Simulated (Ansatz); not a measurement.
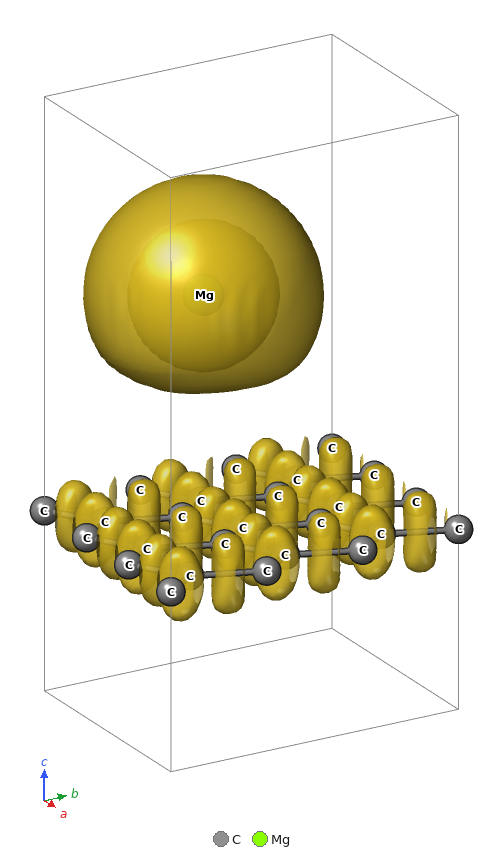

*MgC₁₈ (slab). Isosurface of the electron localisation function at 0.8 (yellow), seen slightly off an axis. Only the valence region is drawn (cores and ρ < 0.01 e/Å³ removed). Sticks mark near contacts.*

Method: Ansatz, DFT PBE, scalar-relativistic, plane waves, PAW.

Core electrons are frozen (PAW), and the valence fields are smoothed inside the atomic spheres.

Q: What do the ELF domains correspond to?

A: The surface consists of 27 regions between bonded C–C atoms (shared pairs) and one region wrapped around Mg (its valence shell), counted in one cell of 19 atoms. Counts are for one cell; the picture repeats the cell along the surface.

Values along the shortest contacts:
C–C (1.41 Å): the ELF peaks at about 0.95 between the atoms (localised, covalent bonding). Mg–C (4.23 Å): the ELF peaks at about 0.90 in the valence shell of C, 2.7 Å from its nucleus, and drops to about 0 between the two atoms: no localised pair shows between them.
